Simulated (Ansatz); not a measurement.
## Molecular dynamics of BSiH₆OF (part 3 of 3)

BSiH₆OF; RKS PBE0-D4/6-31G* (Ansatz 0.2.0). It belongs to a series of runs on one base structure; here: dynamics from the highest image of the converged band.

Geometry of the input (Å):
```
B  -0.0332  -0.2158  0.0059
F  0.0937  -0.0305  1.6231
H  0.8618  0.3969  -0.4966
H  -1.1753  -0.0064  -0.3021
O  0.2911  -1.6723  0.2408
Si -0.7145  -2.9326  -0.2506
H  -0.1205  -4.1830  0.2832
H  -2.0865  -2.7453  0.2925
H  -0.7501  -2.9632  -1.7334
H  0.2860  -1.0954  1.4094
```

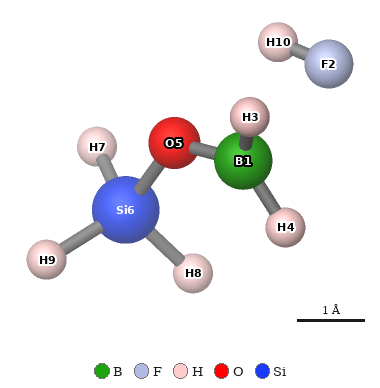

**Figure 1.** The geometry at step 105 of the log (ball-and-stick view, seen at a tilt; atoms are numbered from 1 in the order of the input).

Output, continued:
```
Atom 9 at     0.906045     0.026593     2.011940 Å, force     0.405962    -0.136054    -0.214643 eV/Å
Dipole moment:     0.105605    -0.316638    -0.200449 e Å
```

Trajectory as extended XYZ (Å, eV, eV/Å), 20 of the 201 frames kept, from step=0 to step=200:
```
10
Properties=species:S:1:pos:R:3:forces:R:3 step=0 time_fs=0.0 energy=-13406.68630 temperature=100.0
B    -0.0332   -0.2158    0.0059   -0.0001  -0.0002   0.0005
F     0.0937   -0.0305    1.6231    0.0000   0.0007  -0.0008
H     0.8618    0.3969   -0.4966   -0.0004   0.0007  -0.0002
H    -1.1753   -0.0064   -0.3021   -0.0006  -0.0003   0.0010
O     0.2911   -1.6723    0.2408    0.0015   0.0027  -0.0012
Si   -0.7145   -2.9326   -0.2506    0.0009  -0.0038   0.0011
H    -0.1205   -4.1830    0.2832   -0.0006  -0.0003   0.0015
H    -2.0865   -2.7453    0.2925   -0.0001   0.0013  -0.0029
H    -0.7501   -2.9632   -1.7334   -0.0013   0.0010   0.0003
H     0.2860   -1.0954    1.4094    0.0006  -0.0019   0.0008
10
Properties=species:S:1:pos:R:3:forces:R:3 step=11 time_fs=5.5 energy=-13406.64538 temperature=60.5
B    -0.0372   -0.2173    0.0007    0.2307   0.3720   0.0314
F     0.1023   -0.0372    1.6273   -0.1814  -0.0952   0.0660
H     0.8535    0.4467   -0.4560    0.0072  -0.2289  -0.0471
H    -1.1607    0.0190   -0.3597   -0.0493  -0.1341   0.1684
O     0.2795   -1.6647    0.2439    0.0120  -0.0340  -0.4618
Si   -0.7119   -2.9308   -0.2560    0.0921  -0.3846   0.3419
H    -0.1030   -4.1341    0.3677   -0.0355  -0.0329  -0.0727
H    -2.0737   -2.7421    0.2822   -0.2110   0.0733   0.0297
H    -0.7809   -3.1064   -1.7261    0.1386   0.2017  -0.0510
H     0.2752   -1.1071    1.4234   -0.0034   0.2626  -0.0046
10
Properties=species:S:1:pos:R:3:forces:R:3 step=21 time_fs=10.5 energy=-13406.62061 temperature=36.6
B    -0.0364   -0.2118   -0.0037   -0.0146  -0.1252  -0.1152
F     0.1077   -0.0438    1.6323   -0.2909   0.4721   0.3744
H     0.8531    0.4458   -0.4327    0.2429  -0.0027  -0.1884
H    -1.1591    0.0140   -0.3731   -0.0401  -0.0280   0.2176
O     0.2690   -1.6583    0.2396   -0.0023  -0.0425  -0.8751
Si   -0.7092   -2.9322   -0.2580   -0.3089  -0.3158   0.5280
H    -0.0958   -4.0987    0.4277   -0.0724  -0.0955  -0.1066
H    -2.1001   -2.7245    0.2749    0.2252  -0.0102  -0.1824
H    -0.7769   -3.1889   -1.7279    0.1738   0.2868   0.1313
H     0.2666   -1.0669    1.4403    0.0873  -0.1390   0.2164
10
Properties=species:S:1:pos:R:3:forces:R:3 step=32 time_fs=16.0 energy=-13406.66216 temperature=76.7
B    -0.0336   -0.2086   -0.0116    0.3464  -0.4661  -0.1954
F     0.1097   -0.0447    1.6431   -0.1568   0.4519   0.5486
H     0.8930    0.4304   -0.4471   -0.2521  -0.1221   0.0163
H    -1.1700    0.0054   -0.3330   -0.0129   0.1828   0.0863
O     0.2576   -1.6520    0.2204    0.0668  -0.0227  -0.7407
Si   -0.7083   -2.9368   -0.2550    0.1326  -0.1083   0.5304
H    -0.1073   -4.0864    0.4659   -0.0849  -0.1373  -0.0751
H    -2.0903   -2.7057    0.2265   -0.1701  -0.0095  -0.0310
H    -0.7270   -3.2063   -1.7086    0.1098   0.1519  -0.1538
H     0.2778   -1.0487    1.5067    0.0211   0.0793   0.0144
10
Properties=species:S:1:pos:R:3:forces:R:3 step=42 time_fs=21.0 energy=-13406.72297 temperature=135.5
B    -0.0256   -0.2166   -0.0230   -0.3216  -0.7815  -0.0918
F     0.1095   -0.0394    1.6603    0.0315   0.4222   0.6608
H     0.8904    0.3982   -0.4652    0.0767   0.1855  -0.0707
H    -1.1790    0.0369   -0.2731    0.1725   0.1416  -0.0215
O     0.2483   -1.6467    0.1913    0.1304  -0.0555  -0.4451
Si   -0.7069   -2.9420   -0.2479    0.1237   0.0165   0.0158
H    -0.1389   -4.1067    0.4813   -0.0860  -0.0399  -0.0436
H    -2.1094   -2.6925    0.1697   -0.1159  -0.0567   0.0024
H    -0.6544   -3.1824   -1.7156    0.0028   0.0172   0.0333
H     0.2945   -1.0179    1.5766   -0.0141   0.1506  -0.0396
10
Properties=species:S:1:pos:R:3:forces:R:3 step=53 time_fs=26.5 energy=-13406.76180 temperature=173.0
B    -0.0221   -0.2428   -0.0391    0.0139  -0.0106  -0.3319
F     0.1093   -0.0260    1.6888    0.1315   0.4891   0.6697
H     0.8917    0.3970   -0.4941   -0.0965  -0.0666   0.1405
H    -1.1557    0.1063   -0.2152   -0.0790  -0.0717  -0.1560
O     0.2402   -1.6418    0.1517    0.1711  -0.1594  -0.0419
Si   -0.7046   -2.9476   -0.2401   -0.3540   0.0451  -0.4908
H    -0.1951   -4.1392    0.4880    0.0002   0.0620   0.0423
H    -2.1487   -2.6944    0.1061    0.2813  -0.0932  -0.0170
H    -0.5750   -3.1530   -1.7141   -0.1117  -0.1424   0.1333
H     0.3166   -0.9730    1.6473    0.0432  -0.0523   0.0517
10
Properties=species:S:1:pos:R:3:forces:R:3 step=63 time_fs=31.5 energy=-13406.76757 temperature=178.7
B    -0.0206   -0.2680   -0.0608   -0.2233   0.5675  -0.3333
F     0.1109   -0.0077    1.7236    0.1687   0.2612   0.5934
H     0.8824    0.3903   -0.4942    0.1054  -0.0359   0.0868
H    -1.1434    0.1515   -0.1976   -0.0256  -0.3121  -0.1502
O     0.2356   -1.6400    0.1148    0.2135  -0.2727   0.2721
Si   -0.7050   -2.9524   -0.2370   -0.0656  -0.1420  -0.6040
H    -0.2464   -4.1551    0.5039    0.1051   0.1036   0.1179
H    -2.1359   -2.7152    0.0479   -0.1968   0.0653   0.1414
H    -0.5279   -3.1606   -1.6889   -0.1158  -0.2729  -0.1817
H     0.3447   -0.9370    1.7222    0.0344   0.0380   0.0576
10
Properties=species:S:1:pos:R:3:forces:R:3 step=74 time_fs=37.0 energy=-13406.82470 temperature=233.9
B    -0.0237   -0.2830   -0.0927    0.0185   0.3721  -0.1806
F     0.1148    0.0169    1.7705    0.1859  -0.1713   0.4635
H     0.8989    0.3770   -0.4719    0.0738   0.0621   0.0198
H    -1.1437    0.1248   -0.2198   -0.1437  -0.1646  -0.1310
O     0.2341   -1.6424    0.0787    0.2033  -0.1782   0.3414
Si   -0.7067   -2.9592   -0.2397   -0.3032  -0.3439  -0.7607
H    -0.2755   -4.1430    0.5518    0.1229   0.1521   0.0978
H    -2.1569   -2.7231    0.0172    0.0515   0.0845   0.0765
H    -0.5090   -3.2390   -1.6932   -0.1355  -0.1796   0.1140
H     0.3886   -0.8975    1.8192   -0.0736   0.3668  -0.0405
10
Properties=species:S:1:pos:R:3:forces:R:3 step=84 time_fs=42.0 energy=-13406.88379 temperature=291.1
B    -0.0267   -0.2884   -0.1266    0.1876  -0.1360  -0.1703
F     0.1199    0.0405    1.8192   -0.1906   0.6310   0.2619
H     0.9275    0.3778   -0.4449   -0.2648   0.0206   0.0432
H    -1.1700    0.0586   -0.2714    0.0788   0.0698  -0.0588
O     0.2359   -1.6470    0.0508    0.1594   0.1301   0.1409
Si   -0.7106   -2.9683   -0.2486   -0.4065  -0.3095  -0.3437
H    -0.2726   -4.0962    0.6193    0.0598   0.1043   0.0308
H    -2.1695   -2.7098    0.0092    0.2521   0.0425  -0.0184
H    -0.5239   -3.3556   -1.6789   -0.0769  -0.0411   0.1222
H     0.4288   -0.8358    1.9033    0.2011  -0.5116  -0.0077
10
Properties=species:S:1:pos:R:3:forces:R:3 step=95 time_fs=47.5 energy=-13406.90508 temperature=311.7
B    -0.0273   -0.2984   -0.1675   -0.1985  -0.6132  -0.0210
F     0.1247    0.0699    1.8771    0.1385  -0.4461   0.2664
H     0.9081    0.3951   -0.4094    0.0501   0.2067  -0.0837
H    -1.1798    0.0042   -0.3443    0.1041   0.2093   0.0041
O     0.2408   -1.6503    0.0224    0.1383   0.1496  -0.1667
Si   -0.7181   -2.9811   -0.2613    0.2522  -0.0949   0.3523
H    -0.2544   -4.0186    0.7013   -0.0434  -0.0265  -0.0534
H    -2.1379   -2.6802   -0.0011   -0.2802   0.0893   0.0030
H    -0.5589   -3.4970   -1.6395    0.0461   0.0387  -0.1318
H     0.4903   -0.8008    1.9811   -0.2073   0.4872  -0.1691
10
Properties=species:S:1:pos:R:3:forces:R:3 step=105 time_fs=52.5 energy=-13406.89852 temperature=305.3
B    -0.0303   -0.3192   -0.2060    0.1432   0.1254  -0.1767
F     0.1288    0.0956    1.9329   -0.2165   0.2280   0.1273
H     0.8858    0.4456   -0.3920   -0.1333  -0.2285   0.0011
H    -1.1674    0.0017   -0.4104   -0.1097   0.0973   0.0333
O     0.2473   -1.6513   -0.0058    0.0934  -0.1659  -0.3653
Si   -0.7236   -2.9937   -0.2702    0.0316   0.1481   0.5471
H    -0.2475   -3.9533    0.7634   -0.1184  -0.1298  -0.1045
H    -2.1529   -2.6361   -0.0136    0.0984  -0.0582  -0.1108
H    -0.5819   -3.6128   -1.6236    0.0825   0.2415   0.1011
H     0.5345   -0.7389    2.0230    0.1287  -0.2578  -0.0527
10
Properties=species:S:1:pos:R:3:forces:R:3 step=116 time_fs=58.0 energy=-13406.88666 temperature=293.8
B    -0.0331   -0.3394   -0.2525   -0.4320   0.4128  -0.1715
F     0.1319    0.1242    1.9963   -0.2192   0.1485   0.0872
H     0.8454    0.4549   -0.3770    0.2973  -0.0673  -0.0501
H    -1.1695    0.0181   -0.4724    0.0647  -0.1926   0.0794
O     0.2561   -1.6554   -0.0430    0.0035  -0.4154  -0.3980
Si   -0.7291   -3.0059   -0.2745    0.0530   0.4426   0.7419
H    -0.2711   -3.9170    0.8052   -0.1227  -0.1844  -0.0677
H    -2.1508   -2.6020   -0.0550    0.0836  -0.0983  -0.0963
H    -0.5835   -3.6797   -1.5894    0.1341   0.1825  -0.0756
H     0.5887   -0.6851    2.0486    0.1377  -0.2283  -0.0495
10
Properties=species:S:1:pos:R:3:forces:R:3 step=126 time_fs=63.0 energy=-13406.91335 temperature=319.7
B    -0.0424   -0.3491   -0.2984    0.2501   0.1009   0.0385
F     0.1330    0.1497    2.0554    0.2344  -0.5980   0.0429
H     0.8616    0.4365   -0.3742    0.0246  -0.1148  -0.0725
H    -1.1682   -0.0043   -0.5124   -0.1946  -0.0671  -0.0120
O     0.2641   -1.6650   -0.0829   -0.1295  -0.1561  -0.2832
Si   -0.7334   -3.0134   -0.2720    0.3948   0.3519   0.5319
H    -0.3229   -3.9272    0.8255   -0.0919  -0.0937  -0.0429
H    -2.1353   -2.5922   -0.1156   -0.3027   0.0145   0.0039
H    -0.5528   -3.6946   -1.5727    0.1228   0.0698  -0.1433
H     0.6466   -0.6441    2.0541   -0.3079   0.4926  -0.0634
10
Properties=species:S:1:pos:R:3:forces:R:3 step=137 time_fs=68.5 energy=-13406.92462 temperature=330.6
B    -0.0481   -0.3579   -0.3483    0.1420  -0.4435   0.1117
F     0.1344    0.1741    2.1209   -0.3616   0.2751   0.0117
H     0.8863    0.3918   -0.3919   -0.1493   0.0953  -0.1034
H    -1.1987   -0.0486   -0.5558    0.2033   0.0330   0.0222
O     0.2706   -1.6779   -0.1315   -0.2033   0.2184  -0.0048
Si   -0.7353   -3.0182   -0.2647   -0.1813   0.1763  -0.1525
H    -0.4036   -3.9616    0.8362   -0.0028   0.0661  -0.0042
H    -2.1715   -2.5854   -0.1836    0.2467  -0.1092   0.0186
H    -0.4890   -3.6872   -1.5803   -0.0074   0.0834   0.1786
H     0.6889   -0.5625    2.0445    0.3137  -0.3949  -0.0777
10
Properties=species:S:1:pos:R:3:forces:R:3 step=147 time_fs=73.5 energy=-13406.90507 temperature=311.6
B    -0.0492   -0.3751   -0.3910    0.1295  -0.4842   0.0951
F     0.1343    0.1956    2.1802    0.1500  -0.3529  -0.1373
H     0.8780    0.3717   -0.4326   -0.0090   0.2469  -0.0732
H    -1.1947   -0.0799   -0.5921    0.0015   0.1387  -0.0047
O     0.2737   -1.6869   -0.1757   -0.0822   0.1812   0.3181
Si   -0.7379   -3.0209   -0.2588   -0.1111   0.0588  -0.3459
H    -0.4777   -3.9791    0.8456    0.1121   0.1390   0.0797
H    -2.1655   -2.5997   -0.2399    0.0259   0.0139   0.0635
H    -0.4296   -3.6657   -1.5567   -0.0409  -0.1675  -0.0260
H     0.7413   -0.5033    2.0256   -0.1757   0.2260   0.0308
10
Properties=species:S:1:pos:R:3:forces:R:3 step=158 time_fs=79.0 energy=-13406.87358 temperature=281.2
B    -0.0466   -0.4031   -0.4362    0.0695   0.5956  -0.1171
F     0.1343    0.2161    2.2440    0.2803  -0.4358  -0.2474
H     0.8548    0.3986   -0.4949   -0.1172  -0.1513   0.0309
H    -1.1883   -0.0819   -0.6321   -0.0358  -0.0078   0.0241
O     0.2758   -1.6942   -0.2189    0.1425  -0.1861   0.5483
Si   -0.7416   -3.0235   -0.2558    0.0772  -0.1951  -0.5255
H    -0.5288   -3.9601    0.8768    0.1731   0.1794   0.0954
H    -2.1574   -2.6100   -0.2859   -0.1942   0.1189   0.0492
H    -0.3767   -3.6851   -1.5323   -0.1123  -0.2284   0.0216
H     0.7884   -0.4149    2.0016   -0.2830   0.3107   0.1205
10
Properties=species:S:1:pos:R:3:forces:R:3 step=168 time_fs=84.0 energy=-13406.86418 temperature=272.2
B    -0.0435   -0.4177   -0.4795   -0.5129   0.5654  -0.1249
F     0.1353    0.2319    2.2997   -0.4425   0.2125   0.0278
H     0.8182    0.4020   -0.5462    0.3074   0.0186   0.0544
H    -1.1909   -0.0838   -0.6634    0.0637  -0.1449   0.0335
O     0.2796   -1.7031   -0.2499    0.1764  -0.1404   0.4458
Si   -0.7448   -3.0274   -0.2576   -0.2604  -0.1989  -0.5260
H    -0.5344   -3.8993    0.9276    0.1172   0.1555   0.0335
H    -2.1823   -2.5958   -0.3151    0.2872  -0.0473   0.0277
H    -0.3565   -3.7564   -1.5036   -0.1887  -0.0890   0.1964
H     0.8138   -0.3118    1.9919    0.4527  -0.3314  -0.1683
10
Properties=species:S:1:pos:R:3:forces:R:3 step=179 time_fs=89.5 energy=-13406.88071 temperature=288.1
B    -0.0490   -0.4207   -0.5294    0.2815  -0.0540   0.1708
F     0.1352    0.2481    2.3589    0.3819  -0.3555  -0.3914
H     0.8381    0.3968   -0.5882   -0.0724  -0.1736   0.0403
H    -1.1921   -0.1156   -0.6928   -0.1890   0.0442  -0.0735
O     0.2865   -1.7142   -0.2769   -0.0252   0.4304   0.0210
Si   -0.7500   -3.0335   -0.2641    0.2364  -0.0803   0.1355
H    -0.5107   -3.7925    0.9921   -0.0191   0.0297  -0.0354
H    -2.1564   -2.5864   -0.3406   -0.1520   0.0350  -0.0256
H    -0.3807   -3.8647   -1.4313   -0.0681  -0.1169  -0.0683
H     0.8652   -0.2087    1.9796   -0.3740   0.2411   0.2268
10
Properties=species:S:1:pos:R:3:forces:R:3 step=189 time_fs=94.5 energy=-13406.85498 temperature=263.1
B    -0.0509   -0.4241   -0.5714   -0.0980  -0.5330   0.2693
F     0.1365    0.2603    2.4095   -0.0173  -0.0865  -0.1914
H     0.8529    0.3630   -0.6170   -0.0654   0.1011  -0.0066
H    -1.2195   -0.1398   -0.7341    0.3028   0.0512  -0.0502
O     0.2925   -1.7186   -0.3008   -0.2300   0.4366  -0.3167
Si   -0.7531   -3.0398   -0.2693    0.3129   0.0440   0.3607
H    -0.4924   -3.6871    1.0431   -0.1201  -0.1059  -0.0630
H    -2.1546   -2.5733   -0.3691   -0.1074  -0.0086  -0.0418
H    -0.4225   -3.9855   -1.3717   -0.0013   0.1195   0.0205
H     0.8875   -0.0952    1.9888    0.0239  -0.0185   0.0191
10
Properties=species:S:1:pos:R:3:forces:R:3 step=200 time_fs=100.0 energy=-13406.81360 temperature=223.2
B    -0.0532   -0.4398   -0.6109    0.3261  -0.1056   0.1855
F     0.1383    0.2722    2.4620   -0.4029   0.0447   0.0356
H     0.8515    0.3491   -0.6489   -0.0678   0.1253   0.0141
H    -1.1961   -0.1492   -0.7959   -0.1728   0.1143  -0.0904
O     0.2953   -1.7171   -0.3323   -0.2628  -0.3252  -0.3565
Si   -0.7539   -3.0461   -0.2716   -0.0724   0.3341   0.4835
H    -0.5039   -3.5999    1.0829   -0.1378  -0.1793  -0.0474
H    -2.1696   -2.5648   -0.4103    0.2572  -0.1215  -0.0085
H    -0.4667   -4.0859   -1.3026    0.1272   0.2492  -0.0010
H     0.9060    0.0266    2.0119    0.4060  -0.1361  -0.2146
```
